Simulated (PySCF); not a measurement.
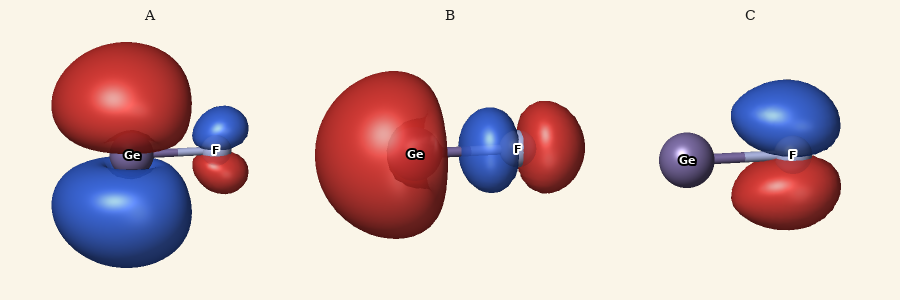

Figure 1: GeF (charge +1). Three frontier orbitals, each drawn at the value that holds 80 % of its norm (red and blue are the two phases), in no order; of a degenerate pair one member is drawn.

Method: PySCF, PBE0/cc-pVTZ(-PP), non-relativistic Hamiltonian with scalar-relativistic core potentials where named, at a bond length of 1.678 Å.

**Label each orbital by symmetry, say whether it is occupied, and order them by energy.**

Orbital C: π, occupied, −19.27 eV; mainly on F (85 %).
Orbital B: σ, occupied, −17.89 eV; shared between the atoms (Ge 65 %, F 35 %).
Orbital A: π, empty, −9.82 eV; mainly on Ge (90 %).
